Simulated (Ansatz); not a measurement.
**Ag3AuSe2 (I4_132): converging the G0W0 gap**

Aim: see how the G0W0 gap of Ag3AuSe2 (I4_132) on r2SCAN moves with empty bands and screening cutoff, and what each rung costs.

Calculated with Ansatz 0.2.0; G0W0 on r2SCAN, plane waves, PAW.

In doubt: one-shot GW on d or f shells is unsure, so the values of those runs are not to be relied on.

**1. The starting structure**

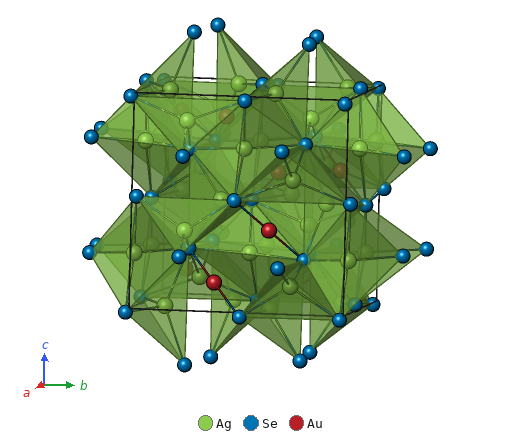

The cell as given, slightly off an axis (silver green, selenium blue, gold red). This picture shows the conventional cell, with its axes. Bonds to atoms that aren't drawn are left out. Some periodic images of atoms are drawn too.

Geometry: measured cell, ions relaxed with r2SCAN. The runs that relaxed it are not among those shown. Spin-orbit coupling is left out unless a step names it.

**2. 800 empty bands, screening to 80 eV**

G0W0 replaces the xc potential by the self-energy, built once from these orbitals. Only a window of levels is corrected, while the sums run over the empty bands that the input names. This step takes hard PAW files.

input.yaml reads:

```yaml
crystal:
  lattice:
    - [-4.975, 4.975, 4.975]
    - [4.975, -4.975, 4.975]
    - [4.975, 4.975, -4.975]
  atoms:
    - { symbol: Ag, position: [0.25, 0.6207106707, 0.3707106707] }
    - { symbol: Ag, position: [0.6207106707, 0.75, 0.3707106707] }
    - { symbol: Ag, position: [0.75, 0.8792893293, 0.1292893293] }
    - { symbol: Ag, position: [0.8792893293, 0.25, 0.1292893293] }
    - { symbol: Ag, position: [0.3707106707, 0.25, 0.6207106707] }
    - { symbol: Ag, position: [0.3707106707, 0.6207106707, 0.75] }
    - { symbol: Ag, position: [0.1292893293, 0.75, 0.8792893293] }
    - { symbol: Ag, position: [0.1292893293, 0.8792893293, 0.25] }
    - { symbol: Ag, position: [0.25, 0.1292893293, 0.8792893293] }
    - { symbol: Ag, position: [0.6207106707, 0.3707106707, 0.25] }
    - { symbol: Ag, position: [0.75, 0.3707106707, 0.6207106707] }
    - { symbol: Ag, position: [0.8792893293, 0.1292893293, 0.75] }
    - { symbol: Se, position: [0.5378148057, 0.5378148057, 0.5378148057] }
    - { symbol: Se, position: [0.5378148057, 0.5, 0.0] }
    - { symbol: Se, position: [0.5, 0.0, 0.9621851943] }
    - { symbol: Se, position: [0.0, 0.5378148057, 0.5] }
    - { symbol: Se, position: [0.9621851943, 0.5, 0.0] }
    - { symbol: Se, position: [0.9621851943, 0.9621851943, 0.9621851943] }
    - { symbol: Se, position: [0.0, 0.9621851943, 0.5] }
    - { symbol: Se, position: [0.5, 0.0, 0.5378148057] }
    - { symbol: Au, position: [0.25, 0.25, 0.25] }
    - { symbol: Au, position: [0.25, 0.5, 0.0] }
    - { symbol: Au, position: [0.5, 0.0, 0.25] }
    - { symbol: Au, position: [0.0, 0.25, 0.5] }
kpoints:
  mp_grid: { grid: [2, 2, 2] }
hamiltonian:
  xc: r2scan
  pseudopotentials: { kind: paw, source: ansatz }
scf:
  occupations: { method: fixed }
gw:
  n_empty_bands: 800
  ecut_chi: 80.0
  qp_bands: [v4, c4]
  qp_kpoints: band_edges
  screening: { model: contour_deformation }
```

The run is started by

```console
$ ansatz run input.yaml --threads 16 --pin off --max-ram 82944MiB --backend cuda --events-out ev --progress --plain --runs-dir out --devices 1 --max-vram 78GiB
```

Numbers of over 12 decimals in the logs are rounded to 6 here.

Output:

```text
GPUs: using 1 of 1 available (devices: 1).
Engine: ansatz 0.2.0, aarch64-unknown-linux-gnu
Pseudopotentials: kind: paw
Pseudopotential: Ag, paw, valence charge 19, recommended cutoff 680 eV (meta_gga), Ag.paw.azcp
Pseudopotential: Se, paw, valence charge 16, recommended cutoff 820 eV (meta_gga), Se.paw.azcp
Pseudopotential: Au, paw, valence charge 19, recommended cutoff 930 eV (meta_gga), Au.paw.azcp
Functional definition: r2SCAN
  parameter k0 = 0.174
  parameter k1 = 0.065
  parameter a1 = 4.9479
  exchange = r2scan_x(k0 = k0, k1 = k1, a1 = a1)
  correlation = r2scan_c
[...]
Crystal: 24 atoms, lattice volume = 492.537 Å³
Basis set: ecut = 930 eV, 31677 PW (Γ), exchange–correlation on 432×432×432 points (64 copies of the dense FFT grid, shifted against one another)
Bands: 260, of which v1, the nominal top of the filled ones, is band 216 counted from 1 (215 counted from 0)
Symmetry: 24 space group operations
Space group: I4132 (ITA 214), of the structure as read, at distance tolerance 7.9e-5 Å
k-points: 3 of 8
Non-local potential: Ag, projectors of the file, l = 0: 3, l = 1: 2, l = 2: 2, l = 3: 2
Non-local potential: Se, projectors of the file, l = 0: 2, l = 1: 2, l = 2: 3, l = 3: 1
Non-local potential: Au, projectors of the file, l = 0: 3, l = 1: 3, l = 2: 2, l = 3: 2
PAW form: soft (Blöchl's): semilocal exchange-correlation on the pseudo side does not see the compensation charge
PAW frozen core: Ag, regenerated for the run's functional (the file was generated under x = pbe(κ = 0.804, μ = 0.219515), c = pbe(β = 0.066725))
PAW frozen core: Se, regenerated for the run's functional (the file was generated under x = pbe(κ = 0.804, μ = 0.219515), c = pbe(β = 0.066725))
PAW frozen core: Au, regenerated for the run's functional (the file was generated under x = pbe(κ = 0.804, μ = 0.219515), c = pbe(β = 0.066725))
PAW one-centre angular grid: Ag, 590 points (default); XC on 160 Gauss nodes
PAW one-centre angular grid: Se, 590 points (default); XC on 160 Gauss nodes
PAW one-centre angular grid: Au, 590 points (default); XC on 255 of its mesh's 1761 points in the sphere
Initial density: superposition of atomic densities (chi_scale 0.1, normalization cell, long waves kept (reshape's long-wave potential 0.07 eV rms))
Initial wavefunctions: pseudopotential atomic-orbital guess
[...]
Functional: x = r2scan, c = r2scan; τ floored in thin density (d = 2e-4 eV/Å³)
SCF iter   1: F=—  HF=-188040.015826 eV  |F-HF|=—  |Δ(HF+E_count)|=         —  Δρ=8.97e-2  dr2=8.24e1  dr2_τ=1.04e1  ethr=3.10e-3  ⟨swp⟩=4.3  Hψ=2122  notcnv=0  defer=121
preconditioner: auto → Resta (q_TF=auto, 2.669 Å⁻¹)  ε∞=6.5  [insulator: Δε(μ)=0.226 eV  Ē_g=10.668 eV  n_scr=140 (ndim 8)  ℏωp=25.0 eV  f_vac=0.046  ε∞_Penn≈6.5]
SCF iter   2: F=—  HF=-188026.009440 eV  |F-HF|=—  |Δ(HF+E_count)|=    1.40e1  Δρ=2.35e-2  dr2=2.48e0  dr2_τ=1.12e1  ethr=3.10e-3  ⟨swp⟩=3.0  Hψ=1575  notcnv=0  defer=124
SCF iter   3: F=—  HF=-188025.540185 eV  |F-HF|=—  |Δ(HF+E_count)|=   4.69e-1  Δρ=1.20e-2  dr2=9.04e-1  dr2_τ=5.34e-2  ethr=5.74e-4  ⟨swp⟩=2.0  Hψ=1505  notcnv=0  defer=124
SCF iter   4: F=—  HF=-188025.284817 eV  |F-HF|=—  |Δ(HF+E_count)|=   2.55e-1  Δρ=4.26e-3  dr2=1.47e-1  dr2_τ=3.52e-3  ethr=2.09e-4  ⟨swp⟩=2.7  Hψ=1320  notcnv=0  defer=124
SCF iter   5: F=—  HF=-188025.238871 eV  |F-HF|=—  |Δ(HF+E_count)|=   4.59e-2  Δρ=1.30e-3  dr2=2.36e-2  dr2_τ=1.02e-3  ethr=3.39e-5  ⟨swp⟩=2.0  Hψ=1014  notcnv=0  defer=124
SCF iter   6: F=—  HF=-188025.234841 eV  |F-HF|=—  |Δ(HF+E_count)|=   4.03e-3  Δρ=4.91e-4  dr2=1.90e-3  dr2_τ=2.39e-4  ethr=5.46e-6  ⟨swp⟩=2.0  Hψ=1014  notcnv=0  defer=124
[...]
SCF iter   9: F=—  HF=-188025.234949 eV  |F-HF|=—  |Δ(HF+E_count)|=   1.19e-5  Δρ=1.74e-5  dr2=2.85e-6  dr2_τ=1.45e-7  ethr=1.59e-8  ⟨swp⟩=2.0  Hψ=1201  notcnv=0  defer=110
SCF iter  10: F=—  HF=-188025.234950 eV  |F-HF|=—  |Δ(HF+E_count)|=   2.92e-7  Δρ=4.33e-6  dr2=1.22e-7  dr2_τ=1.84e-8  ethr=6.59e-10  ⟨swp⟩=2.0  Hψ=994  notcnv=0  defer=110
SCF iter  11: F=-188025.234950 eV  HF=-188025.234950 eV  |F-HF|=6.98e-10  |Δ(HF+E_count)|=   4.25e-8  Δρ=1.22e-6  dr2=8.03e-9  dr2_τ=2.33e-9  ethr=2.31e-11  ⟨swp⟩=11.3  Hψ=3921  notcnv=0
SCF 1 converged in 11 iterations: F = -188025.234950 eV  dr2 = 8.03e-9
[...]
SCF converged after 11 iterations
[...]
--- G₀W₀: contour deformation, 8 samples at zero and on the imaginary axis and 2 off it, 8 q-points, 800 empty bands' worth ---
  eigenvalues of the whole cell's RPA ε∞ on this k-mesh (on a slab, of 1 + 4πα/V) = 23.0375, 23.0375, 23.0375; static W/v taken at q = 0 is 0.043408
  bands read: the sum over 1016 bands ends inside a degenerate multiplet in 1 slot, whose members it reads at an even weight; the widest, k=2: bands 1016 to 1018 (counted from 1) at 1/3 each
  gw.qp_kpoints: band_edges: 3 of 3 stored k-points solved, in 1 pass; an edge of the gap read off the rows below is read off those points alone
    ik  band        ε_KS         Σx   Σc(E_QP)       V_xc       Z   E_QP_lin       E_QP  E_QP is
     0   213     13.5343   -24.6133     2.8184   -21.8806  0.7426    13.6198    13.6201  root
     0   214     13.5343   -24.6133     2.8184   -21.8806  0.7426    13.6198    13.6201  root
     0   215     13.8145   -24.4523     2.7412   -21.8004  0.7453    13.9034    13.9038  root
     0   216     13.8145   -24.4523     2.7412   -21.8004  0.7453    13.9034    13.9038  root
     0   217     14.2755   -13.3605    -3.2347   -16.8288  0.7695    14.5114    14.5091  root
     0   218     14.6301   -10.7825    -3.0626   -13.8841  0.7758    14.6692    14.6692  root
     0   219     14.6301   -10.7825    -3.0626   -13.8841  0.7758    14.6692    14.6692  root
     0   220     15.0269   -11.9467    -3.4408   -15.5494  0.7718    15.1897    15.1887  root
     1   213     13.2735   -24.2924     2.8934   -21.4496  0.7397    13.3241    13.3242  root
     1   214     13.3776   -24.5497     2.8317   -21.7771  0.7420    13.4365    13.4367  root
     1   215     13.5354   -25.1290     2.7839   -22.4418  0.7448    13.6317    13.6321  root
     1   216     13.7578   -24.3635     2.6859   -21.7677  0.7457    13.8475    13.8478  root
     1   217     15.1174   -11.7209    -3.4083   -15.3115  0.7684    15.3010    15.2997  root
     1   218     15.6777   -12.7690    -3.0791   -16.0377  0.7651    15.8688    15.8673  root
     1   219     16.0975   -11.3553    -3.6146   -15.1423  0.7641    16.2712    16.2700  root
     1   220     16.1522   -11.1376    -3.5816   -14.8769  0.7647    16.3110    16.3100  root
     2   213     12.9500   -26.4575     2.8410   -23.7096  0.7437    13.0427    13.0431  root
     2   214     13.0812   -26.5985     3.1901   -23.4753  0.7375    13.1478    13.1481  root
     2   215     13.0812   -26.5985     3.1901   -23.4753  0.7375    13.1478    13.1481  root
     2   216     13.0812   -26.5985     3.1901   -23.4753  0.7375    13.1478    13.1481  root
     2   217     15.8998   -10.9248    -3.3809   -14.4215  0.7679    16.0161    16.0156  root
     2   218     15.8998   -10.9248    -3.3809   -14.4215  0.7679    16.0161    16.0156  root
     2   219     15.8998   -10.9248    -3.3809   -14.4215  0.7679    16.0161    16.0156  root
     2   220     16.4440   -12.3409    -3.5075   -16.0839  0.7586    16.6819    16.6794  root
```

Wall time 16 s (1 × NVIDIA GB200 (shared by 2 runs) with 16 threads of Arm Neoverse V2, shared host); peak memory 9.3 GiB.

In the SCF lines HF is the Harris–Foulkes energy and dr2 the Hartree energy of the density residual, in eV; the loop may stop once dr2 is under the threshold and the program's other checks hold. Hψ counts applications of the Hamiltonian.

Numbers from this step:

```yaml
bands_summed: 1016
rpa_eps_infinity_on_this_mesh_eigenvalues: 23.04, 23.04, 23.04
plane_waves_in_the_screening_matrix: 791
q_points_in_the_mesh: 8
g0w0_gap_on_the_mesh: 0.6053 eV
k_of_the_valence_top: 0, 0, 0
k_of_the_conduction_bottom: 0, 0, 0
starting_gap_on_the_mesh: 0.4610 eV
z_at_the_valence_top: 0.7453
z_at_the_conduction_bottom: 0.7695
least_direct_g0w0_gap_on_the_computed_points: 0.6053 eV
```

The gap on the mesh goes from 0.46 eV to 0.61 eV, a correction of +0.14 eV. Between the two edge states, bare exchange in place of the xc potential would open the gap by 6.12 eV, and correlation takes back 5.98 eV.

**3. 1470 empty bands, screening to 120 eV**

Bands and screening cutoff are moved together, since each hides the error of the other.

Edit input.yaml of step 2 so:

```diff
@@ -38,4 +38,4 @@
 gw:
-  n_empty_bands: 800
-  ecut_chi: 80.0
+  n_empty_bands: 1470
+  ecut_chi: 120.0
   qp_bands: [v4, c4]
```

Output:

```text
GPUs: using 1 of 1 available (devices: 1).
[...]
Crystal: 24 atoms, lattice volume = 492.537 Å³
Basis set: ecut = 930 eV, 31677 PW (Γ), exchange–correlation on 432×432×432 points (64 copies of the dense FFT grid, shifted against one another)
Bands: 260, of which v1, the nominal top of the filled ones, is band 216 counted from 1 (215 counted from 0)
Symmetry: 24 space group operations
[...]
k-points: 3 of 8
[...]
SCF iter   1: F=—  HF=-188040.015826 eV  |F-HF|=—  |Δ(HF+E_count)|=         —  Δρ=8.97e-2  dr2=8.24e1  dr2_τ=1.04e1  ethr=3.10e-3  ⟨swp⟩=4.3  Hψ=2122  notcnv=0  defer=121
[...]
SCF iter   6: F=—  HF=-188025.234841 eV  |F-HF|=—  |Δ(HF+E_count)|=   4.03e-3  Δρ=4.91e-4  dr2=1.90e-3  dr2_τ=2.39e-4  ethr=5.46e-6  ⟨swp⟩=2.0  Hψ=1014  notcnv=0  defer=124
[...]
SCF iter   9: F=—  HF=-188025.234949 eV  |F-HF|=—  |Δ(HF+E_count)|=   1.19e-5  Δρ=1.74e-5  dr2=2.85e-6  dr2_τ=1.45e-7  ethr=1.59e-8  ⟨swp⟩=2.0  Hψ=1201  notcnv=0  defer=110
[...]
SCF iter  11: F=-188025.234950 eV  HF=-188025.234950 eV  |F-HF|=6.98e-10  |Δ(HF+E_count)|=   4.25e-8  Δρ=1.22e-6  dr2=8.03e-9  dr2_τ=2.33e-9  ethr=2.31e-11  ⟨swp⟩=11.3  Hψ=3921  notcnv=0
SCF 1 converged in 11 iterations: F = -188025.234950 eV  dr2 = 8.03e-9
[...]
SCF converged after 11 iterations
[...]
0   213     13.5343   -24.6133     2.6183   -21.8806  0.7408    13.4195    13.4200  root
     0   214     13.5343   -24.6133     2.6183   -21.8806  0.7408    13.4195    13.4200  root
     0   215     13.8145   -24.4523     2.5365   -21.8004  0.7435    13.6985    13.6990  root
     0   216     13.8145   -24.4523     2.5365   -21.8004  0.7435    13.6985    13.6990  root
     0   217     14.2755   -13.3605    -3.4127   -16.8288  0.7681    14.3312    14.3311  root
     0   218     14.6301   -10.7825    -3.1934   -13.8841  0.7750    14.5386    14.5382  root
     0   219     14.6301   -10.7825    -3.1934   -13.8841  0.7750    14.5386    14.5382  root
     0   220     15.0269   -11.9467    -3.6017   -15.5494  0.7708    15.0278    15.0278  root
[...]
2   217     15.8998   -10.9248    -3.5321   -14.4215  0.7670    15.8644    15.8643  root
     2   218     15.8998   -10.9248    -3.5321   -14.4215  0.7670    15.8644    15.8643  root
     2   219     15.8998   -10.9248    -3.5321   -14.4215  0.7670    15.8644    15.8643  root
     2   220     16.4440   -12.3409    -3.6751   -16.0839  0.7574    16.5120    16.5117  root
```

It took 30 s on 1 × NVIDIA GB200 (shared by 2 runs) with 16 threads; peak memory 12 GiB; 80 s of CPU time.

Numbers from this step:

```
bands summed                                 : 1686
RPA ε∞ on this mesh (eigenvalues)            : 22.97, 22.97, 22.97
plane waves in the screening matrix          : 1481
q-points in the mesh                         : 8
G0W0 gap on the mesh                         : 0.6320 eV
k of the valence top                         : 0, 0, 0
k of the conduction bottom                   : 0, 0, 0
starting gap on the mesh                     : 0.4610 eV
Z at the valence top                         : 0.7435
Z at the conduction bottom                   : 0.7681
least direct G0W0 gap on the computed points : 0.6320 eV
```

Against the run with 2×2×2 mesh, 800 empty bands, screening to 80 eV, hard PAW files, the gap moves by +0.03 eV.

**4. 2929 empty bands, screening to 190 eV**

Edit input.yaml of step 3 so:

```diff
@@ -38,4 +38,4 @@
 gw:
-  n_empty_bands: 1470
-  ecut_chi: 120.0
+  n_empty_bands: 2929
+  ecut_chi: 190.0
   qp_bands: [v4, c4]
```

Output:

```text
GPUs: using 1 of 1 available (devices: 1).
[...]
Crystal: 24 atoms, lattice volume = 492.537 Å³
Basis set: ecut = 930 eV, 31677 PW (Γ), exchange–correlation on 432×432×432 points (64 copies of the dense FFT grid, shifted against one another)
Bands: 260, of which v1, the nominal top of the filled ones, is band 216 counted from 1 (215 counted from 0)
Symmetry: 24 space group operations
[...]
k-points: 3 of 8
[...]
0   219     14.6301   -10.7825    -3.2833   -13.8841  0.7745    14.4495    14.4484  root
     0   220     15.0269   -11.9467    -3.7319   -15.5494  0.7702    14.8982    14.8976  root
[...]
2   217     15.8998   -10.9248    -3.6410   -14.4215  0.7666    15.7562    15.7555  root
     2   218     15.8998   -10.9248    -3.6410   -14.4215  0.7666    15.7562    15.7555  root
     2   219     15.8998   -10.9248    -3.6410   -14.4215  0.7666    15.7562    15.7555  root
     2   220     16.4440   -12.3409    -3.8084   -16.0839  0.7567    16.3787    16.3785  root
[key lines of the parts left out:]
SCF converged after 11 iterations
```

It took 67 s on 1 × NVIDIA GB200 (shared by 2 runs) with 16 threads; peak memory 21 GiB.

This step gave:

```
bands summed                                 : 3145
RPA ε∞ on this mesh (eigenvalues)            : 22.95, 22.95, 22.95
plane waves in the screening matrix          : 2899
G0W0 gap on the mesh                         : 0.6297 eV
k of the valence top                         : 0, 0, 0
k of the conduction bottom                   : 0, 0, 0
starting gap on the mesh                     : 0.4610 eV
least direct G0W0 gap on the computed points : 0.6297 eV
```

Against the run with 2×2×2 mesh, 1470 empty bands, screening to 120 eV, hard PAW files, the gap moves by −0.002 eV.

**5. 5240 empty bands, screening to 280 eV**

Edit input.yaml of step 4 so:

```diff
@@ -38,4 +38,4 @@
 gw:
-  n_empty_bands: 2929
-  ecut_chi: 190.0
+  n_empty_bands: 5240
+  ecut_chi: 280.0
   qp_bands: [v4, c4]
```

Output:

```text
GPUs: using 1 of 1 available (devices: 1).
[...]
Crystal: 24 atoms, lattice volume = 492.537 Å³
Basis set: ecut = 930 eV, 31677 PW (Γ), exchange–correlation on 432×432×432 points (64 copies of the dense FFT grid, shifted against one another)
Bands: 260, of which v1, the nominal top of the filled ones, is band 216 counted from 1 (215 counted from 0)
Symmetry: 24 space group operations
[...]
k-points: 3 of 8
[...]
0   219     14.6301   -10.7825    -3.3205   -13.8841  0.7741    14.4127    14.4113  root
     0   220     15.0269   -11.9467    -3.7873   -15.5494  0.7698    14.8434    14.8423  root
[...]
2   217     15.8998   -10.9248    -3.6897   -14.4215  0.7663    15.7080    15.7067  root
     2   218     15.8998   -10.9248    -3.6897   -14.4215  0.7663    15.7080    15.7067  root
     2   219     15.8998   -10.9248    -3.6897   -14.4215  0.7663    15.7080    15.7067  root
     2   220     16.4440   -12.3409    -3.8719   -16.0839  0.7564    16.3156    16.3150  root
[key lines of the parts left out:]
SCF converged after 11 iterations
```

Run time: 4.4 min. Hardware: 1 × NVIDIA GB200 (shared by 2 runs) with 16 threads; peak memory 35 GiB.

This step gave:

```yaml
bands_summed: 5456
rpa_eps_infinity_on_this_mesh_eigenvalues: 22.92, 22.92, 22.92
plane_waves_in_the_screening_matrix: 5281
g0w0_gap_on_the_mesh: 0.6359 eV
k_of_the_valence_top: 0, 0, 0
k_of_the_conduction_bottom: 0, 0, 0
starting_gap_on_the_mesh: 0.4610 eV
least_direct_g0w0_gap_on_the_computed_points: 0.6359 eV
```

Against the run with 2×2×2 mesh, 2929 empty bands, screening to 190 eV, hard PAW files, the gap moves by +0.006 eV.

(Continued in part 2 of 2.)

[Paths, hosts, dates, memory and timing lines, banners, echoed tables and standing remarks are left out of the program output.]

[Logs are printed without paths, hosts, clocks, repeated set-up lines and the standing remarks that a program may print on its own settings, such as how far it seeks lower states.]

[Runs of the session that timed out or met a known fault of the program may be left out.]

[Cells called generated may have been cut or substituted from an entry of the Crystallography Open Database or the Materials Project.]

[Hosts, paths, dates, database ids (printed as entryN), source tags and the programs' standing remarks are cut or masked in the printed files.]
